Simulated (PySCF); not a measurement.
# [Bi(NH2)]2+: other spin states, a change of charge and excitations

Aim: at the relaxed geometry of [Bi(NH2)]2+, try other spin states, a change of charge and excitations. The species was built from a template and needn't be a known compound.

Computed with PySCF 2.14.0. Level: PBE0, Bi def2-SVP with ECP60, N def2-SVP, H def2-SVP; scalar-relativistic core potentials, no spin–orbit coupling.

2 further runs of the same task are left out: 2 for a known fault of the program.

### Step 1. The starting structure

4 atoms, charge 2, spin multiplicity 1.

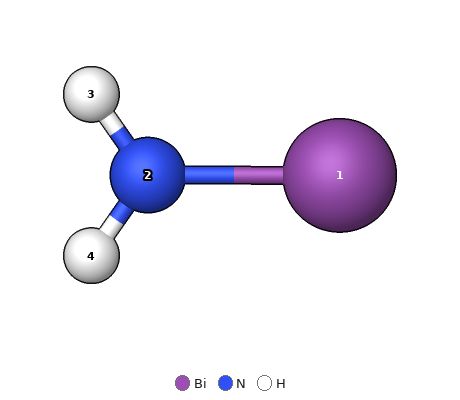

The structure; bismuth purple, nitrogen blue, hydrogen white; atoms are numbered from 1 in the order of the file.

Geometry (Å):

```xyz
4
BiH2N
Bi    0.00000    0.00000   -0.08033
N     0.00000    0.00000    1.93897
H     0.85172    0.00000    2.53367
H    -0.85172    0.00000    2.53367
```

Formal oxidation states: Bi +3. An earlier session relaxed this geometry at PBE0, Bi def2-SVP with ECP60, N def2-SVP, H def2-SVP (singlet, point group C2v).

Its energy there is -269.659461 Eh.

### Step 2. Multiplicity 3 at the relaxed geometry

run.py (the lines that set the calculation) reads:

```python
mol = gto.M(atom='''
Bi     0.00000     0.00000    -0.08033
N      0.00000     0.00000     1.93897
H      0.85172     0.00000     2.53367
H     -0.85172     0.00000     2.53367''',
    basis={'Bi': 'def2-SVP', 'N': 'def2-SVP', 'H': 'def2-SVP'},
    ecp={'Bi': 'def2-SVP'},
    charge=2, spin=2)
mf = dft.UKS(mol, xc='PBE0')
mf.grids.atom_grid = (50, 194)
mf = mf.density_fit()  # fitting sets: Bi def2-universal-JKFIT, N def2-universal-JKFIT, H def2-universal-JKFIT
mf.conv_tol = 1e-08; mf.max_cycle = 55
mf.kernel(dm0)  # dm0: free metal ions and neutral atoms
```

Run with:

```console
$ OMP_NUM_THREADS=2 python run.py
```

The log of the run:

```text
init E= -272.1325823641
cycle= 1 E= -265.314609049075  delta_E= 6.82  |g|= 1.95  |ddm|= 3.02
  HOMO = -0.904699491037  LUMO = -0.901667401848  gap/eV = 0.08251
cycle= 2 E= -250.902632725225  delta_E= 14.4  |g|= 4.86  |ddm|=    6
cycle= 3 E= -266.616979813063  delta_E= -15.7  |g|= 1.96  |ddm|= 4.16
cycle= 4 E= -269.180284090384  delta_E= -2.56  |g|= 0.636  |ddm|= 2.33
cycle= 5 E= -269.587650917541  delta_E= -0.407  |g|= 0.115  |ddm|= 1.75
cycle= 6 E= -269.595971253567  delta_E= -0.00832  |g|= 0.0233  |ddm|= 0.208
  HOMO = -0.679814008298  LUMO = -0.67781256088  gap/eV = 0.05446
cycle= 7 E= -269.596445683415  delta_E= -0.000474  |g|= 0.00905  |ddm|= 0.0449
  HOMO = -0.68017547129  LUMO = -0.674977319426  gap/eV = 0.14145
cycle= 8 E= -269.596501559139  delta_E= -5.59e-05  |g|= 0.00355  |ddm|= 0.0151
  HOMO = -0.680153563168  LUMO = -0.674062990011  gap/eV = 0.16573
cycle= 9 E= -269.596511178748  delta_E= -9.62e-06  |g|= 0.000907  |ddm|= 0.00532
  HOMO = -0.680320150207  LUMO = -0.674117980681  gap/eV = 0.16877
cycle= 10 E= -269.596511924861  delta_E= -7.46e-07  |g|= 0.000161  |ddm|= 0.00194
  HOMO = -0.680292439941  LUMO = -0.674175494984  gap/eV = 0.16645
cycle= 11 E= -269.596511945809  delta_E= -2.09e-08  |g|= 9e-05  |ddm|= 0.000221
  HOMO = -0.68028606788  LUMO = -0.674189081145  gap/eV = 0.16591
cycle= 12 E= -269.596511951783  delta_E= -5.97e-09  |g|= 1.89e-05  |ddm|= 0.000119
  HOMO = -0.680282403762  LUMO = -0.674189507641  gap/eV = 0.16580
Extra cycle  E= -269.596511951983  delta_E= -2e-10  |g|= 1.87e-05  |ddm|= 5.57e-05
converged SCF energy = -269.596511951983  <S^2> = 2.0049201  2S+1 = 3.0032783
```

Run time: 0.9 s. Hardware: 2 threads of Arm Neoverse V2, shared host.

Read off: E = -269.596512 Eh (+1.713 eV from the relaxed state), HOMO -18.51 eV, LUMO -18.35 eV (over both spins), ⟨S²⟩ = 2.005, Mulliken charge on Bi1 +1.52 e. 

### Step 3. One electron removed, multiplicity 2

Changes to run.py (the lines that set the calculation) since step 2:

```diff
@@ -7,3 +7,3 @@
     ecp={'Bi': 'def2-SVP'},
-    charge=2, spin=2)
+    charge=3, spin=1)
 mf = dft.UKS(mol, xc='PBE0')
@@ -12,2 +12,2 @@
 mf.conv_tol = 1e-08; mf.max_cycle = 55
-mf.kernel(dm0)  # dm0: free metal ions and neutral atoms
+mf.kernel(dm0)  # dm0: the density of the relaxed state
```

Run with:

```console
$ OMP_NUM_THREADS=2 python run.py
```

The log of the run:

```text
init E= -269.66977948891
  HOMO = -0.771652601915  LUMO = -0.753889115677  gap/eV = 0.48337
cycle= 1 E= -268.746178847818  delta_E= 0.924  |g|= 0.328  |ddm|= 0.641
  HOMO = -1.22985303803  LUMO = -1.08604025547  gap/eV = 3.91335
cycle= 2 E= -268.716791678117  delta_E= 0.0294  |g|= 0.454  |ddm|= 0.791
  HOMO = -1.14478230863  LUMO = -0.947421123431  gap/eV = 5.37047
cycle= 3 E= -268.816783855705  delta_E= -0.1  |g|= 0.0347  |ddm|= 0.398
  HOMO = -1.13778323229  LUMO = -0.930990750538  gap/eV = 5.62711
cycle= 4 E= -268.817706029921  delta_E= -0.000922  |g|= 0.00636  |ddm|= 0.0598
  HOMO = -1.14017074309  LUMO = -0.930127585339  gap/eV = 5.71557
cycle= 5 E= -268.817764405279  delta_E= -5.84e-05  |g|= 0.00165  |ddm|= 0.0156
  HOMO = -1.14067011777  LUMO = -0.929902753604  gap/eV = 5.73527
cycle= 6 E= -268.817769671174  delta_E= -5.27e-06  |g|= 0.000429  |ddm|= 0.00505
  HOMO = -1.14065740794  LUMO = -0.929910625346  gap/eV = 5.73471
cycle= 7 E= -268.817769930154  delta_E= -2.59e-07  |g|= 0.000148  |ddm|= 0.0011
  HOMO = -1.14067722218  LUMO = -0.929905037596  gap/eV = 5.73540
cycle= 8 E= -268.817769950364  delta_E= -2.02e-08  |g|= 2.09e-05  |ddm|= 0.000294
  HOMO = -1.1406747572  LUMO = -0.929902978374  gap/eV = 5.73539
cycle= 9 E= -268.817769951072  delta_E= -7.08e-10  |g|= 2.26e-06  |ddm|= 6.43e-05
  HOMO = -1.14067501754  LUMO = -0.929903385203  gap/eV = 5.73539
Extra cycle  E= -268.817769951081  delta_E= -8.19e-12  |g|= 8.53e-07  |ddm|= 7.49e-06
converged SCF energy = -268.817769951081  <S^2> = 0.7540703  2S+1 = 2.0040662
```

It took 0.5 s on 2 threads of Arm Neoverse V2, shared host.

Result: E = -268.817770 Eh (+22.904 eV from the relaxed state), HOMO -31.04 eV, LUMO -25.30 eV (over both spins), ⟨S²⟩ = 0.754, Mulliken charge on Bi1 +2.37 e. 

### Step 4. One electron added, multiplicity 2

Changes to run.py (the lines that set the calculation) since step 3:

```diff
@@ -7,3 +7,3 @@
     ecp={'Bi': 'def2-SVP'},
-    charge=3, spin=1)
+    charge=1, spin=1)
 mf = dft.UKS(mol, xc='PBE0')
```

Run with:

```console
$ OMP_NUM_THREADS=2 python run.py
```

The log of the run:

```text
init E= -269.668490964867
  HOMO = -0.622444590501  LUMO = -0.615323407407  gap/eV = 0.19378
cycle= 1 E= -270.168947471113  delta_E= -0.5  |g|= 0.155  |ddm|= 0.949
  HOMO = -0.400233382565  LUMO = -0.293719232721  gap/eV = 2.89840
cycle= 2 E= -270.175164828263  delta_E= -0.00622  |g|= 0.156  |ddm|= 0.694
  HOMO = -0.432011798599  LUMO = -0.314115893399  gap/eV = 3.20811
cycle= 3 E= -270.185376526239  delta_E= -0.0102  |g|= 0.102  |ddm|= 0.27
  HOMO = -0.437510878629  LUMO = -0.322813207018  gap/eV = 3.12108
cycle= 4 E= -270.190460549428  delta_E= -0.00508  |g|= 0.0124  |ddm|= 0.0875
  HOMO = -0.44060959415  LUMO = -0.324320744273  gap/eV = 3.16438
cycle= 5 E= -270.190625988331  delta_E= -0.000165  |g|= 0.00384  |ddm|= 0.0217
  HOMO = -0.440643880743  LUMO = -0.323970433737  gap/eV = 3.17485
cycle= 6 E= -270.190694449969  delta_E= -6.85e-05  |g|= 0.00237  |ddm|= 0.0158
  HOMO = -0.440784042653  LUMO = -0.323454632596  gap/eV = 3.19270
cycle= 7 E= -270.190760049333  delta_E= -6.56e-05  |g|= 0.00151  |ddm|= 0.026
  HOMO = -0.440800248279  LUMO = -0.323103404678  gap/eV = 3.20269
cycle= 8 E= -270.190774115585  delta_E= -1.41e-05  |g|= 0.000561  |ddm|= 0.0163
  HOMO = -0.440767807196  LUMO = -0.323078794983  gap/eV = 3.20248
cycle= 9 E= -270.190774448558  delta_E= -3.33e-07  |g|= 9.77e-05  |ddm|= 0.0017
  HOMO = -0.440773392214  LUMO = -0.323070557986  gap/eV = 3.20286
cycle= 10 E= -270.190774462276  delta_E= -1.37e-08  |g|= 1.12e-05  |ddm|= 0.000344
  HOMO = -0.44077346736  LUMO = -0.323067426558  gap/eV = 3.20294
cycle= 11 E= -270.190774462678  delta_E= -4.03e-10  |g|= 5.94e-06  |ddm|= 7.65e-05
  HOMO = -0.440774253889  LUMO = -0.323067305748  gap/eV = 3.20297
Extra cycle  E= -270.190774462593  delta_E= 8.54e-11  |g|= 1.42e-05  |ddm|= 1.9e-05
converged SCF energy = -270.190774462593  <S^2> = 0.76976255  2S+1 = 2.0196659
```

Wall time 0.6 s (2 threads of Arm Neoverse V2, shared host).

Result: E = -270.190774 Eh (-14.458 eV from the relaxed state), HOMO -11.99 eV, LUMO -9.15 eV (over both spins), ⟨S²⟩ = 0.770, Mulliken charge on Bi1 +0.99 e. 

### Step 5. Singlet excitations, Tamm-Dancoff PBE0

Changes to run.py (the lines that set the calculation) since step 4:

```diff
@@ -7,4 +7,4 @@
     ecp={'Bi': 'def2-SVP'},
-    charge=1, spin=1)
-mf = dft.UKS(mol, xc='PBE0')
+    charge=2, spin=0)
+mf = dft.RKS(mol, xc='PBE0')
 mf.grids.atom_grid = (50, 194)
```

Run with:

```console
$ OMP_NUM_THREADS=2 python run.py
```

The log of the run:

```text
init E= -269.659460906442
  HOMO = -0.762781582599809  LUMO = -0.61890521388499  gap/eV = 3.91508
cycle= 1 E= -269.65946089441  delta_E= 1.2e-08  |g|= 0.000232  |ddm|= 0.000259
  HOMO = -0.762705307540429  LUMO = -0.618919743416024  gap/eV = 3.91260
cycle= 2 E= -269.659460785815  delta_E= 1.09e-07  |g|= 0.000673  |ddm|= 0.000785
  HOMO = -0.762762031677338  LUMO = -0.618907813016154  gap/eV = 3.91447
cycle= 3 E= -269.659460908889  delta_E= -1.23e-07  |g|= 2.62e-06  |ddm|= 0.000589
  HOMO = -0.762761984949684  LUMO = -0.61890825434517  gap/eV = 3.91446
cycle= 4 E= -269.659460908892  delta_E= -2.84e-12  |g|= 1.01e-06  |ddm|= 5.26e-06
  HOMO = -0.762762208564606  LUMO = -0.618908064107574  gap/eV = 3.91447
Extra cycle  E= -269.65946090889  delta_E= 2.27e-12  |g|= 2.7e-06  |ddm|= 3.61e-06
converged SCF energy = -269.65946090889
```

It took 3.4 s on 2 threads of Arm Neoverse V2, shared host.

It gives: E = -269.659461 Eh, HOMO -20.76 eV, LUMO -16.84 eV, Mulliken charge on Bi1 +1.79 e. 

Singlet excitations:

```csv
state,energy (eV),oscillator strength
1,2.31,0.0000
2,5.19,0.0213
3,5.27,0.1373
4,5.91,0.0327
5,6.77,0.0087
6,7.96,0.0315
7,8.23,0.0000
8,11.33,0.0565
```

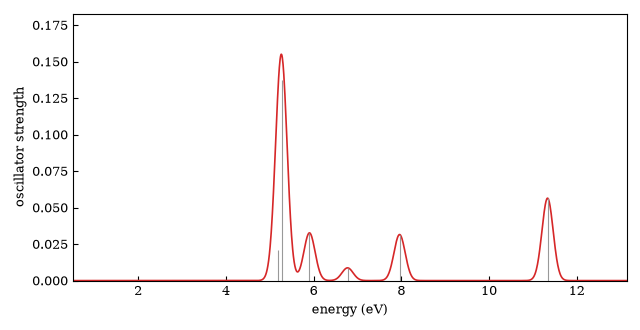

Absorption from the eight lowest singlets. Lines are broadened to a width of 0.30 eV (Gaussian).

### Step 6. The states side by side

| state | energy from the relaxed state (eV) | ⟨S²⟩ | time |
| --- | --- | --- | --- |
| charge +2, singlet, vacuum (relaxed) | 0 | 0.00 |  |
| charge +1, doublet, vacuum | -14.46 | 0.77 | 0.6 s |
| charge +2, triplet, vacuum | 1.71 | 2.00 | 0.9 s |
| charge +3, doublet, vacuum | 22.90 | 0.75 | 0.5 s |

An electron taken off or put on is at rest in vacuum. 

In the excitation run (PBE0), the lowest singlet lies at 2.31 eV (gaps between orbitals at other levels can't be set against it), and the brightest of the eight at 5.27 eV (f = 0.137); spin–orbit coupling would mix in triplets. Removing an electron vertically costs 22.90 eV (doublet), against −HOMO = 20.76 eV. Adding an electron vertically releases 14.46 eV (doublet). The triplet lies 1.71 eV above at this geometry. The bases are small and lack diffuse functions. Spin–orbit coupling is left out.
